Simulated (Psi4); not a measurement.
# CH4OSi (SMILES CO[SiH]) at CAM-B3LYP/aug-cc-pVDZ

Aim: the energy change on altering one bond length of CH4OSi at CAM-B3LYP/aug-cc-pVDZ, from 2 runs. 

The results are computed with Psi4 1.11.

2 further runs of the same task are left out: 2 set aside as unsound or not needed. Runs told in other sessions of the task aren't counted.

**1. The system as given**

The species is CH4OSi (7 atoms), meant as a singlet with charge 0. As SMILES, `CO[SiH]`. The shape is that of a PBE0-D4/def2-TZVP optimisation. This is one conformer, not always the lowest.

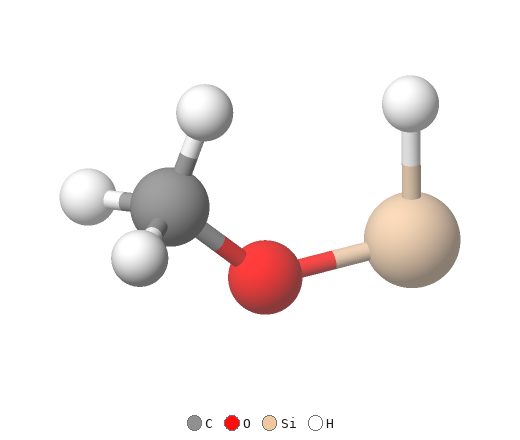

Viewed from a chosen angle; carbon grey, oxygen red, silicon light orange, hydrogen white.

**2. Energy and gradient at CAM-B3LYP/aug-cc-pVDZ**

ch4osi_ase.py reads:

```python
import numpy as np
from ase.calculators.psi4 import Psi4
from ase import Atoms

atoms = Atoms(['C', 'O', 'Si', 'H', 'H', 'H', 'H'], positions=[
    [-0.512400, 0.485500, -0.338500],
    [-0.443200, -0.446500, 0.717600],
    [0.796900, -1.387300, 1.229900],
    [-1.296400, 0.180800, -1.035500],
    [0.443800, 0.547500, -0.868700],
    [-0.769300, 1.467500, 0.065400],
    [1.841700, -0.915600, 0.184100],
])
calc = Psi4(atoms=atoms, method='cam-b3lyp', basis='aug-cc-pVDZ', memory='2200MB', num_threads=1, charge=0, multiplicity=1, label='ch4osi')
calc.psi4.set_options({'puream': True, 'e_convergence': 1e-09, 'd_convergence': 1e-08, 'scf_type': 'pk', 'dft_radial_points': 99, 'dft_spherical_points': 590})
atoms.calc = calc

forces = atoms.get_forces()
print(f'energy: {atoms.get_potential_energy():.6f} eV')
print('forces / eV A^-1')
print(np.round(forces, 5))
```

The run is started by

```
$ python ch4osi_ase.py
```

ch4osi.dat:

```text
[...]
  Running in c1 symmetry.
[...]
  Nuclear repulsion =  101.069904478392957
[...]
  Multiplicity = 1
[...]
  Nalpha       = 16
  Nbeta        = 16
[...]
    Number of basis functions: 109
[...]
   @RKS iter   1:  -404.96767093428332   -4.94456e-01   6.00274e-03 DIIS/ADIIS
[...]
   @RKS iter  11:  -405.16543122887845   -5.68434e-12   4.22135e-09 DIIS
[...]
    Orbital Energies [Eh]
    ---------------------
    Doubly Occupied:
       1A    -66.241672     2A    -19.242402     3A    -10.314796
       4A     -5.381929     5A     -3.744284     6A     -3.740780
       7A     -3.735288     8A     -1.116786     9A     -0.782807
      10A     -0.610012    11A     -0.537183    12A     -0.535084
      13A     -0.473662    14A     -0.388710    15A     -0.387224
      16A     -0.288686
[...]
  @RKS Final Energy:  -405.16543122887845
   => Energetics <=
    Nuclear Repulsion Energy =            101.0699044783929565
    One-Electron Energy =                -758.7537745795740420
    Two-Electron Energy =                 279.6569643535518139
    DFT Exchange-Correlation Energy =     -27.1385254812491041
    Empirical Dispersion Energy =           0.0000000000000000
    VV10 Nonlocal Energy =                  0.0000000000000000
    Total Energy =                       -405.1654312288784467
[...]
 Multipole Moments:
 ------------------------------------------------------------------------------------
     Multipole            Electronic (a.u.)      Nuclear  (a.u.)        Total (a.u.)
 ------------------------------------------------------------------------------------
 L = 1.  Multiply by 2.5417464519 to convert [e a0] to [Debye]
 Dipole X            :          0.3617570           -0.3626770           -0.0009200
 Dipole Y            :         -3.1860751            3.6121422            0.4260671
 Dipole Z            :          3.5511107           -4.0483827           -0.4972720
 Magnitude           :                                                    0.6548385
[...]
  -Total Gradient:
     Atom            X                  Y                   Z
    ------   -----------------  -----------------  -----------------
       1       -0.000004715083    -0.002060619198     0.002349179339
       2        0.017913248259    -0.010208054874     0.003455393642
       3       -0.017655998529     0.014770087921    -0.008906180511
       4        0.002523929095     0.001121306431     0.002126826730
       5       -0.002782324502    -0.000141963618     0.001489809880
       6        0.000807728765    -0.003031662021    -0.001430582306
       7       -0.000793873926    -0.000447694781     0.000910152440
[...]
```

Standard output:

```text
energy: -11025.112953 eV
forces / eV A^-1
[[ 2.4000e-04  1.0596e-01 -1.2080e-01]
 [-9.2114e-01  5.2492e-01 -1.7768e-01]
 [ 9.0791e-01 -7.5951e-01  4.5797e-01]
 [-1.2979e-01 -5.7660e-02 -1.0937e-01]
 [ 1.4307e-01  7.3000e-03 -7.6610e-02]
 [-4.1540e-02  1.5589e-01  7.3560e-02]
 [ 4.0820e-02  2.3020e-02 -4.6800e-02]]
```

Run time: 41 s. Hardware: 1 thread of Intel Xeon 6975P-C (Granite Rapids), shared host; peak memory 1.2 GiB.

**3. The distorted shape at the same level**

input.json reads:

```json
{
  "schema_name": "qcschema_input",
  "schema_version": 1,
  "molecule": {
    "schema_name": "qcschema_molecule",
    "schema_version": 2,
    "symbols": ["C", "O", "Si", "H", "H", "H", "H"],
    "geometry": [-1.87182097, 0.85887674, -0.13867944, -1.74105192, -0.902348, 1.85706032, 0.60239745, -2.68020234, 2.82516701, -3.35336625, 0.28307719, -1.45581855, 0.83866045, 1.03462505, -1.64160508, -2.35729161, 2.7145878, 0.62458094, 2.5767833, -1.78881853, 0.84889143],
    "molecular_charge": 0,
    "molecular_multiplicity": 1,
    "fix_symmetry": "c1",
    "fix_com": true,
    "fix_orientation": true
  },
  "driver": "gradient",
  "model": {
    "method": "cam-b3lyp",
    "basis": "aug-cc-pVDZ"
  },
  "keywords": {
    "puream": true,
    "e_convergence": 1e-09,
    "d_convergence": 1e-08,
    "scf_type": "pk",
    "dft_radial_points": 99,
    "dft_spherical_points": 590
  }
}
```

The run is started by

```
$ psi4 --qcschema input.json -n 1 --memory 2200MB
```

stdout:

```text
[...]
  Running in c1 symmetry.
[...]
  Nuclear repulsion =   99.458630638749966
[...]
  Multiplicity = 1
[...]
  Nalpha       = 16
  Nbeta        = 16
[...]
    Number of basis functions: 109
[...]
   @RKS iter   1:  -404.87208764626581   -5.65601e-01   6.12613e-03 DIIS/ADIIS
[...]
   @RKS iter  11:  -405.09314194356210   -1.14824e-11   7.48233e-09 DIIS
[...]
    Orbital Energies [Eh]
    ---------------------
    Doubly Occupied:
       1A    -66.246193     2A    -19.256518     3A    -10.353061
       4A     -5.386485     5A     -3.748873     6A     -3.745457
       7A     -3.739649     8A     -1.126159     9A     -0.772729
      10A     -0.597541    11A     -0.542647    12A     -0.534302
      13A     -0.445895    14A     -0.397133    15A     -0.361832
      16A     -0.290641
[...]
  @RKS Final Energy:  -405.09314194356210
   => Energetics <=
    Nuclear Repulsion Energy =             99.4586306387499661
    One-Electron Energy =                -755.4070074238256893
    Two-Electron Energy =                 277.8899383200441662
    DFT Exchange-Correlation Energy =     -27.0347034785304885
    Empirical Dispersion Energy =           0.0000000000000000
    VV10 Nonlocal Energy =                  0.0000000000000000
    Total Energy =                       -405.0931419435621024
[...]
 Multipole Moments:
 ------------------------------------------------------------------------------------
     Multipole            Electronic (a.u.)      Nuclear  (a.u.)        Total (a.u.)
 ------------------------------------------------------------------------------------
 L = 1.  Multiply by 2.5417464519 to convert [e a0] to [Debye]
 Dipole X            :         18.9112803          -19.0209910           -0.1097107
 Dipole Y            :         37.6700230          -37.3448848            0.3251382
 Dipole Z            :        -52.2795873           51.9527928           -0.3267945
 Magnitude           :                                                    0.4738628
[...]
  -Total Gradient:
     Atom            X                  Y                   Z
    ------   -----------------  -----------------  -----------------
       1       -0.055770201263     0.002517324791     0.023712098778
       2        0.011680759032    -0.023798882610     0.022313738186
       3       -0.020334309886     0.017973333791    -0.011391427077
       4       -0.005033595696     0.002752068593     0.006973338070
       5        0.076815022606     0.005149427199    -0.042809735165
       6       -0.007905432580    -0.004222467399     0.001001775089
       7        0.000553528112    -0.000364910352     0.000190605672
[...]
```

The result, in JSON:

```text
{
 "driver": "gradient",
 "model": {
  "method": "cam-b3lyp",
  "basis": "aug-cc-pVDZ"
 },
 "success": true,
 "return_result": [-0.055770201262535554, 0.0025173247909028376, 0.023712098777577295, 0.011680759032090149, -0.023798882610079758, 0.02231373818573304, -0.020334309885619777, 0.01797333379131688, -0.011391427077005675, -0.005033595695549578, 0.0027520685930310235, 0.006973338070066559, 0.07681502260566053, 0.005149427199342169, -0.042809735165466864, -0.007905432579850234, -0.004222467398559929, 0.001001775089110167, 0.0005535281117126645, -0.0003649103521496805, 0.00019060567197957956],
 "properties": {
  "calcinfo_nbasis": 109,
  "calcinfo_nmo": 109,
  "calcinfo_nalpha": 16,
  "calcinfo_nbeta": 16,
  "calcinfo_natom": 7,
  "nuclear_repulsion_energy": 99.45863063874997,
  "return_energy": -405.0931419435621,
  "return_gradient": [-0.055770201262535554, 0.0025173247909028376, 0.023712098777577295, 0.011680759032090149, -0.023798882610079758, 0.02231373818573304, -0.020334309885619777, 0.01797333379131688, -0.011391427077005675, -0.005033595695549578, 0.0027520685930310235, 0.006973338070066559, 0.07681502260566053, 0.005149427199342169, -0.042809735165466864, -0.007905432579850234, -0.004222467398559929, 0.001001775089110167, 0.0005535281117126645, -0.0003649103521496805, 0.00019060567197957956],
  "scf_one_electron_energy": -755.4070074238257,
  "scf_two_electron_energy": 277.88993832004417,
  "scf_xc_energy": -27.03470347853049,
  "scf_dipole_moment": [-0.10971069679624179, 0.32513820966496354, -0.3267945159606853],
  "scf_total_energy": -405.0931419435621,
  "scf_total_gradient": [-0.055770201262535554, 0.0025173247909028376, 0.023712098777577295, 0.011680759032090149, -0.023798882610079758, 0.02231373818573304, -0.020334309885619777, 0.01797333379131688, -0.011391427077005675, -0.005033595695549578, 0.0027520685930310235, 0.006973338070066559, 0.07681502260566053, 0.005149427199342169, -0.042809735165466864, -0.007905432579850234, -0.004222467398559929, 0.001001775089110167, 0.0005535281117126645, -0.0003649103521496805, 0.00019060567197957956],
  "scf_iterations": 11
 }
}
```

Run time: 45 s. Hardware: 1 thread of Intel Xeon 6975P-C (Granite Rapids), shared host; peak memory 1.1 GiB.

**4. Outcome**

At CAM-B3LYP/aug-cc-pVDZ:

| quantity | value |
| --- | --- |
| first shape: total energy | -405.16543 Eh |
| first shape: dipole moment | 1.66 D |
| first shape: HOMO energy | -7.86 eV |
| first shape: LUMO energy | -1.00 eV |
| first shape: HOMO–LUMO gap | 6.86 eV |
| first shape: largest force on an atom | 1.269 eV/Å |
| distorted shape: total energy | -405.09314 Eh |
| distorted shape: dipole moment | 1.20 D |
| distorted shape: HOMO energy | -7.91 eV |
| distorted shape: LUMO energy | -1.08 eV |
| distorted shape: HOMO–LUMO gap | 6.83 eV |
| distorted shape: largest force on an atom | 4.530 eV/Å |
| energy change with the C1–H5 bond stretched from 1.095 to 1.643 Å | 1.967 eV |

In words: With the C1–H5 bond stretched from 1.095 to 1.643 Å the energy rises by 1.97 eV (45 kcal/mol). The first shape isn't relaxed at this level, so the change isn't measured from a minimum. The largest force (first shape) is 1.27 eV/Å: the shape isn't a stationary point for this species at this level.
